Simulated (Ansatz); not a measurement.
# C₂H₈N₂OW: molecular dynamics (part 3 of 3)

The same run, continued: C₂H₈N₂OW, SMILES C[N]=[W]([CH3])([NH2])=[O]; RKS PBE-d3bjatm/def2-SVP (Ansatz 0.2.0). The geometry comes from this level: PBE0-D4/def2-TZVP.

Geometry of the input (Å):
```
C  -2.4500  -0.5067  -0.0385
N  -1.0835  -0.1813  0.1663
W  0.4433  0.5833  -0.2311
C  1.7471  -1.0489  -0.6345
N  1.0962  1.5622  1.3241
O  0.3835  1.5171  -1.6668
H  -2.8542  -0.0451  -0.9462
H  -2.5692  -1.5923  -0.1233
H  -3.0531  -0.1769  0.8144
H  2.7464  -0.6782  -0.8829
H  1.3790  -1.6351  -1.4801
H  1.8170  -1.7075  0.2348
H  0.7063  1.4965  2.2520
H  1.6783  2.3837  1.2406
```

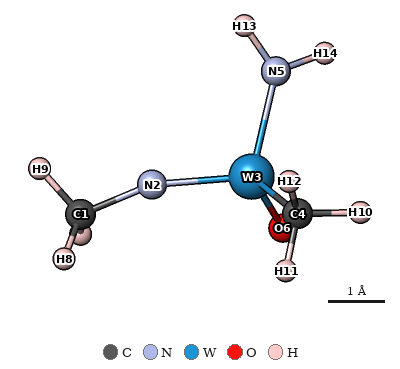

*The geometry at step 25 of the log (ball-and-stick view, seen at a tilt; atoms are numbered from 1 in the order of the input).*

Trajectory as extended XYZ, continued
```
14
Properties=species:S:1:pos:R:3:forces:R:3 step=19 time_fs=19.0 energy=-9047.49993 temperature=322.6
C    -2.4879   -0.4391   -0.0766    1.1324  -1.0615   1.0461
N    -1.1060   -0.0591    0.1358   -2.2508  -1.8689   0.2770
W     0.4594    0.5574   -0.2287    1.2290   1.6644  -0.8521
C     1.8253   -1.0281   -0.4630    0.0525  -2.6523  -0.2518
N     1.0655    1.6170    1.2856   -0.6152  -1.1516   0.1814
O     0.3717    1.4861   -1.7072    0.3151  -0.2986   0.1456
H    -2.9465    0.2221   -0.7951   -0.6268   0.5527  -0.7846
H    -2.5792   -1.5411   -0.4350    0.1105   1.3545   0.5377
H    -2.9675   -0.3000    0.9248   -0.3817  -0.3301  -0.3971
H     2.7480   -0.5005   -0.7097    0.6804   0.3044  -0.6766
H     1.5915   -1.8439   -1.2682    0.3133   1.3935   0.7636
H     2.1794   -1.6823    0.4025   -0.7637   0.6765  -0.2124
H     0.8593    1.4696    2.2644   -0.4108  -0.0795   0.5275
H     1.7126    2.3569    1.2032    1.2159   1.4965  -0.3043
14
Properties=species:S:1:pos:R:3:forces:R:3 step=20 time_fs=20.0 energy=-9047.47919 temperature=322.9
C    -2.4982   -0.4420   -0.0751    1.6262  -1.1515   1.5226
N    -1.1162   -0.0563    0.1387   -1.5967  -1.7484   0.2092
W     0.4619    0.5567   -0.2292    0.6645   1.4529  -0.4876
C     1.8314   -1.0307   -0.4556    0.1555  -2.1072   0.0768
N     1.0691    1.6230    1.2868   -1.1305  -1.8975  -0.6138
O     0.3672    1.4814   -1.7060    0.3580  -0.2440   0.0480
H    -2.9354    0.2241   -0.7668   -1.0693   1.1119  -1.4326
H    -2.5924   -1.5238   -0.4405    0.1015   0.9793   0.4343
H    -2.9765   -0.3025    0.9184   -0.4603  -0.3439  -0.1722
H     2.7606   -0.5187   -0.7080    0.6684   0.3774  -0.6802
H     1.5959   -1.8220   -1.2437    0.1747   0.8809   0.3212
H     2.1908   -1.6750    0.4094   -0.7760   0.5836  -0.1172
H     0.8574    1.4805    2.2482   -0.5796  -0.1928   1.2937
H     1.6918    2.3589    1.1964    1.8637   2.2995  -0.4022
14
Properties=species:S:1:pos:R:3:forces:R:3 step=21 time_fs=21.0 energy=-9047.55720 temperature=370.4
C    -2.5074   -0.4453   -0.0722    1.7259  -0.4322   1.7231
N    -1.1283   -0.0554    0.1418   -0.8109  -1.5607   0.1437
W     0.4643    0.5564   -0.2295    0.0123   1.1893  -0.1122
C     1.8373   -1.0343   -0.4488    0.3300  -1.0058   0.4208
N     1.0714    1.6281    1.2878   -0.7728  -1.5733  -0.9114
O     0.3624    1.4768   -1.7042    0.4009  -0.1792  -0.0659
H    -2.9352    0.2351   -0.7484   -1.1924   1.2482  -1.5806
H    -2.6032   -1.4925   -0.4434    0.0491   0.1774   0.1776
H    -2.9914   -0.3080    0.9147   -0.4731  -0.3546  -0.0392
H     2.7726   -0.5337   -0.7132    0.5657   0.3885  -0.6266
H     1.6012   -1.7914   -1.2152   -0.0764   0.0574  -0.4246
H     2.1927   -1.6592    0.4111   -0.6568   0.3129   0.2153
H     0.8499    1.4903    2.2455   -0.5760  -0.1670   1.3952
H     1.6848    2.3821    1.1848    1.4744   1.8991  -0.3154
14
Properties=species:S:1:pos:R:3:forces:R:3 step=22 time_fs=22.0 energy=-9047.63723 temperature=448.0
C    -2.5159   -0.4487   -0.0685    1.4585   1.0392   1.5199
N    -1.1415   -0.0559    0.1451   -0.0025  -1.3439   0.0745
W     0.4670    0.5564   -0.2300   -0.6723   0.9054   0.2557
C     1.8430   -1.0384   -0.4411    0.6690   0.5481   0.5029
N     1.0726    1.6320    1.2885    0.0659  -0.4820  -0.5845
O     0.3569    1.4723   -1.7023    0.4435  -0.1066  -0.1917
H    -2.9473    0.2569   -0.7414   -0.9476   0.8205  -1.1757
H    -2.6135   -1.4595   -0.4440   -0.0349  -0.8399  -0.1989
H    -3.0100   -0.3147    0.9112   -0.4562  -0.3591   0.0630
H     2.7900   -0.5451   -0.7248    0.2297   0.2755  -0.4606
H     1.6085   -1.7575   -1.1938   -0.3926  -0.8883  -1.2774
H     2.1856   -1.6355    0.4097   -0.4017  -0.1657   0.8139
H     0.8376    1.5029    2.2585   -0.3813  -0.0211   0.7360
H     1.6902    2.4215    1.1713    0.4223   0.6180  -0.0770
14
Properties=species:S:1:pos:R:3:forces:R:3 step=23 time_fs=23.0 energy=-9047.59217 temperature=427.4
C    -2.5235   -0.4512   -0.0639    0.9441   2.5970   1.0890
N    -1.1545   -0.0567    0.1483    0.7223  -1.1432   0.0148
W     0.4698    0.5567   -0.2305   -1.2994   0.6114   0.6054
C     1.8497   -1.0424   -0.4326    1.0352   1.9707   0.1450
N     1.0730    1.6352    1.2886    0.7674   0.6262   0.0836
O     0.3511    1.4676   -1.7002    0.4818  -0.0200  -0.3378
H    -2.9679    0.2863   -0.7451   -0.5015   0.0541  -0.4777
H    -2.6262   -1.4367   -0.4430   -0.1017  -1.6267  -0.5389
H    -3.0314   -0.3232    0.9108   -0.3837  -0.3466   0.0666
H     2.8134   -0.5526   -0.7411   -0.2656   0.0671  -0.1977
H     1.6151   -1.7298   -1.1853   -0.6289  -1.5502  -1.8474
H     2.1741   -1.6119    0.4116   -0.0989  -0.6945   1.4809
H     0.8218    1.5167    2.2806   -0.0851   0.1532  -0.2770
H     1.7010    2.4658    1.1566   -0.5862  -0.6986   0.1913
14
Properties=species:S:1:pos:R:3:forces:R:3 step=24 time_fs=24.0 energy=-9047.51175 temperature=390.4
C    -2.5305   -0.4507   -0.0592    0.3684   3.2980   0.5102
N    -1.1669   -0.0574    0.1518    1.3187  -0.9591  -0.0418
W     0.4727    0.5574   -0.2311   -1.8511   0.3271   0.9468
C     1.8573   -1.0453   -0.4238    1.2120   2.4733  -0.4884
N     1.0735    1.6385    1.2887    1.1606   1.3696   0.5124
O     0.3458    1.4635   -1.6977    0.5147   0.0767  -0.4991
H    -2.9942    0.3154   -0.7555   -0.0642  -0.6603   0.1753
H    -2.6425   -1.4314   -0.4459   -0.0854  -1.6542  -0.6131
H    -3.0554   -0.3369    0.9119   -0.2729  -0.2987   0.0095
H     2.8346   -0.5590   -0.7575   -0.6467  -0.1108   0.0543
H     1.6151   -1.7158   -1.1909   -0.6423  -1.5859  -1.7309
H     2.1629   -1.5956    0.4262    0.0614  -0.9573   1.7486
H     0.8070    1.5327    2.2975    0.1283   0.2454  -0.9638
H     1.7073    2.5042    1.1440   -1.2015  -1.5639   0.3800
14
Properties=species:S:1:pos:R:3:forces:R:3 step=25 time_fs=25.0 energy=-9047.53357 temperature=414.0
C    -2.5377   -0.4470   -0.0550   -0.1629   2.9369  -0.1533
N    -1.1788   -0.0581    0.1561    1.8213  -0.7789  -0.0952
W     0.4756    0.5583   -0.2317   -2.3463   0.0655   1.2748
C     1.8662   -1.0468   -0.4151    1.0980   1.8503  -1.1361
N     1.0745    1.6425    1.2900    1.2233   1.5990   0.5576
O     0.3411    1.4603   -1.6953    0.5464   0.1627  -0.6381
H    -3.0202    0.3381   -0.7673    0.2527  -1.1275   0.6270
H    -2.6603   -1.4435   -0.4551    0.0269  -0.9053  -0.3745
H    -3.0810   -0.3543    0.9128   -0.1467  -0.2268  -0.0682
H     2.8463   -0.5670   -0.7723   -0.7649  -0.1922   0.2326
H     1.6067   -1.7171   -1.2115   -0.4031  -0.9967  -0.8562
H     2.1530   -1.5886    0.4576    0.0030  -0.8073   1.3453
H     0.7942    1.5535    2.3032    0.2099   0.2477  -1.1801
H     1.7029    2.5244    1.1335   -1.3576  -1.8275   0.4644
14
Properties=species:S:1:pos:R:3:forces:R:3 step=26 time_fs=26.0 energy=-9047.59113 temperature=411.3
C    -2.5450   -0.4409   -0.0504   -0.5700   2.1209  -0.7220
N    -1.1896   -0.0587    0.1614    2.2450  -0.5974  -0.1329
W     0.4784    0.5595   -0.2323   -2.7763  -0.1490   1.5389
C     1.8758   -1.0475   -0.4069    0.7570   0.7419  -1.4880
N     1.0767    1.6478    1.2921    0.9063   1.2360   0.4909
O     0.3367    1.4582   -1.6942    0.5788   0.2075  -0.7047
H    -3.0411    0.3499   -0.7758    0.4283  -1.3265   0.8757
H    -2.6762   -1.4612   -0.4682    0.1661  -0.0007  -0.0425
H    -3.1078   -0.3746    0.9131   -0.0144  -0.1415  -0.1382
H     2.8478   -0.5774   -0.7840   -0.6333  -0.1685   0.3212
H     1.5961   -1.7277   -1.2408   -0.0763  -0.2529   0.2428
H     2.1453   -1.5875    0.5004   -0.1645  -0.4170   0.5142
H     0.7825    1.5774    2.3026    0.2222   0.2009  -1.1812
H     1.6866    2.5212    1.1272   -1.0690  -1.4536   0.4258
14
Properties=species:S:1:pos:R:3:forces:R:3 step=27 time_fs=27.0 energy=-9047.59740 temperature=429.7
C    -2.5518   -0.4334   -0.0459   -0.8337   1.2557  -1.0314
N    -1.1984   -0.0596    0.1677    2.5675  -0.4247  -0.1576
W     0.4808    0.5608   -0.2328   -3.1136  -0.3140   1.7513
C     1.8856   -1.0481   -0.3997    0.2477  -0.2103  -1.4495
N     1.0796    1.6545    1.2945    0.1863   0.2238   0.3941
O     0.3326    1.4567   -1.6940    0.6083   0.2253  -0.7267
H    -3.0572    0.3475   -0.7752    0.4799  -1.2562   0.9067
H    -2.6899   -1.4742   -0.4816    0.2906   0.6598   0.2193
H    -3.1361   -0.3982    0.9107    0.1325  -0.0478  -0.1797
H     2.8412   -0.5917   -0.7919   -0.2733  -0.0328   0.3126
H     1.5869   -1.7358   -1.2684    0.1656   0.2431   1.0765
H     2.1375   -1.5855    0.5466   -0.3090  -0.0414  -0.3430
H     0.7698    1.6039    2.2954    0.1671   0.1161  -0.9916
H     1.6592    2.5017    1.1276   -0.3158  -0.3967   0.2193
14
Properties=species:S:1:pos:R:3:forces:R:3 step=28 time_fs=28.0 energy=-9047.50689 temperature=383.1
C    -2.5587   -0.4248   -0.0422   -0.9264   0.4612  -1.1023
N    -1.2046   -0.0612    0.1737    2.7560  -0.2718  -0.1787
W     0.4830    0.5620   -0.2333   -3.3352  -0.4751   1.9873
C     1.8958   -1.0497   -0.3936   -0.4082  -0.8180  -1.1723
N     1.0827    1.6619    1.2973   -0.8514  -1.3988   0.2291
O     0.3289    1.4552   -1.6925    0.6268   0.2703  -0.7951
H    -3.0715    0.3343   -0.7678    0.4453  -0.9910   0.7756
H    -2.7017   -1.4796   -0.4914    0.3864   1.0380   0.3758
H    -3.1626   -0.4230    0.9060    0.2679   0.0542  -0.1782
H     2.8312   -0.6093   -0.7973    0.2489   0.1768   0.2294
H     1.5801   -1.7377   -1.2858    0.2898   0.4495   1.5489
H     2.1238   -1.5808    0.5894   -0.3591   0.2078  -1.0011
H     0.7543    1.6314    2.2807    0.0359   0.0228  -0.5776
H     1.6262    2.4780    1.1306    0.8234   1.2741  -0.1406
14
Properties=species:S:1:pos:R:3:forces:R:3 step=29 time_fs=29.0 energy=-9047.38719 temperature=328.4
C    -2.5667   -0.4155   -0.0394   -0.8066  -0.2138  -0.9769
N    -1.2091   -0.0632    0.1790    2.8414  -0.1335  -0.2075
W     0.4850    0.5633   -0.2339   -3.4634  -0.6340   2.2448
C     1.9066   -1.0518   -0.3887   -1.0529  -1.0827  -0.7543
N     1.0859    1.6678    1.3014   -1.5091  -2.6589  -0.1629
O     0.3262    1.4536   -1.6903    0.6320   0.3422  -0.9069
H    -3.0843    0.3156   -0.7565    0.3245  -0.5754   0.5196
H    -2.7104   -1.4738   -0.4992    0.4420   1.1413   0.4310
H    -3.1844   -0.4475    0.9001    0.3570   0.1551  -0.1273
H     2.8249   -0.6258   -0.7986    0.7749   0.3868   0.1162
H     1.5788   -1.7348   -1.2859    0.3037   0.4262   1.6612
H     2.1051   -1.5739    0.6227   -0.3221   0.3404  -1.4075
H     0.7365    1.6571    2.2619   -0.1627  -0.0413   0.0090
H     1.6017    2.4686    1.1319    1.6412   2.5476  -0.4386
14
Properties=species:S:1:pos:R:3:forces:R:3 step=30 time_fs=30.0 energy=-9047.39419 temperature=372.7
C    -2.5765   -0.4053   -0.0382   -0.3928  -0.8332  -0.5878
N    -1.2112   -0.0651    0.1842    2.7830  -0.0230  -0.2560
W     0.4868    0.5647   -0.2344   -3.5106  -0.7691   2.4848
C     1.9175   -1.0543   -0.3844   -1.4624  -0.9374  -0.4093
N     1.0882    1.6711    1.3064   -1.0228  -2.2852  -0.9196
O     0.3249    1.4517   -1.6885    0.6255   0.4223  -1.0300
H    -3.0964    0.2945   -0.7377    0.0694   0.0429   0.0629
H    -2.7161   -1.4554   -0.5075    0.4590   1.0046   0.3948
H    -3.2024   -0.4718    0.8920    0.4015   0.2403  -0.0199
H     2.8281   -0.6386   -0.7968    1.0753   0.4968   0.0572
H     1.5805   -1.7296   -1.2665    0.2325   0.2283   1.4544
H     2.0837   -1.5620    0.6413   -0.2147   0.3266  -1.4718
H     0.7200    1.6824    2.2445   -0.3982  -0.0607   0.6265
H     1.5934    2.4865    1.1275    1.3554   2.1469  -0.3863
```
